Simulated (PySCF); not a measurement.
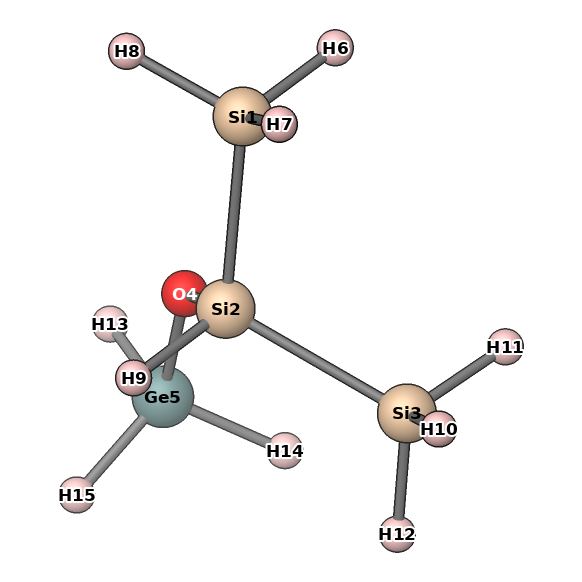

O4 lies behind Si2. The molecule seen a little off the Si2–O4 bond, Si2 in front. Atoms fade into the background with distance from the viewer. Computed geometry: PBE0-D3(BJ)/def2-SVP optimisation. No frequency run is at hand to confirm it as a minimum.

Question: What is the torsion angle Si1–Si2–O4–Ge5? The sign is positive where the front bond must turn clockwise to cover the back bond.

Answer: 176°, antiperiplanar (anti).
